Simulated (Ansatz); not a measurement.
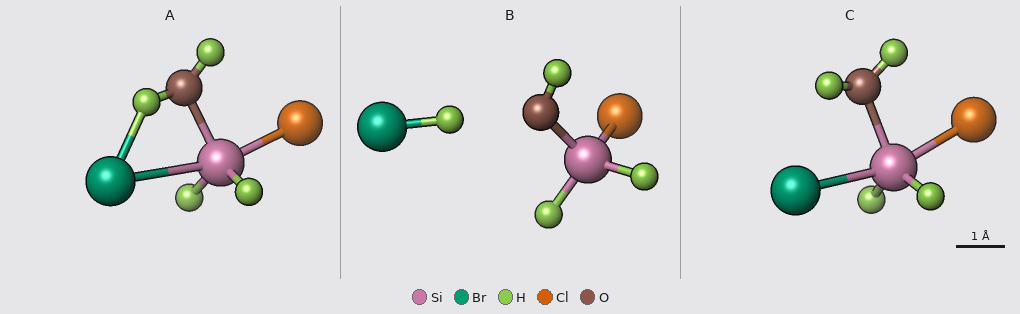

Three geometries of SiH₄OBrCl: a saddle point and the two minima that it joins, in shuffled order. Style: ball-and-stick. Shown at a tilt. Sticks join atoms that are closer than about 1.2 times the sum of their covalent radii (a little more with hydrogen).

Stationary points at PBE0-D4/def2-TZVP, single-point energies with CCSD(T)/CBS, r2SCAN0-D4, wB97X-V, r2SCAN-D4, B3LYP-D4, PBE-QIDH (def2-TZVPP where no basis is named; Ansatz 0.2.0). The energies are electronic, without zero-point or thermal terms, and both ends are the minima reached downhill from the saddle, with any fragments still in contact. CCSD(T)/CBS stands for a frozen-core estimate: MP2 correlation extrapolated from def2-TZVPP and def2-QZVPP, CCSD(T) minus MP2 from the smaller set.

### Which frame is the transition state, what reaction does it lead through, and what barrier is to be expected?

Frame A is the saddle point. Counted by bonded pieces, C holds SiH₄BrClO and B holds HBr + SiH₃ClO. From C over the saddle to B, a bond forms: Br–H (2.35 → 1.90 → 1.44 Å). Bonds break: Br–Si (2.44 → 2.75 → 4.49 Å), H–O (0.98 → 1.06 → 1.93 Å). The saddle has one imaginary mode, 148i cm⁻¹. With CCSD(T)/CBS the barrier is 0.09 eV from C and 0.77 eV from B, and B lies 0.67 eV below C. By Pauling bond orders of the changing bonds the saddle lies closer to C, the higher end, as Hammond's postulate suggests.

```tsv
level	barrier from C (eV)	barrier from B (eV)	B less C (eV)
CCSD(T)/CBS	0.09	0.77	−0.67
r2SCAN0-D4	0.06	0.66	−0.60
wB97X-V	0.08	0.77	−0.68
r2SCAN-D4	0.02	0.64	−0.61
B3LYP-D4	0.03	0.77	−0.74
PBE-QIDH	0.08	0.70	−0.62
```

Against CCSD(T)/CBS, wB97X-V comes closest on the barrier from C (−0.01 eV) and r2SCAN-D4 misses most (−0.07 eV).
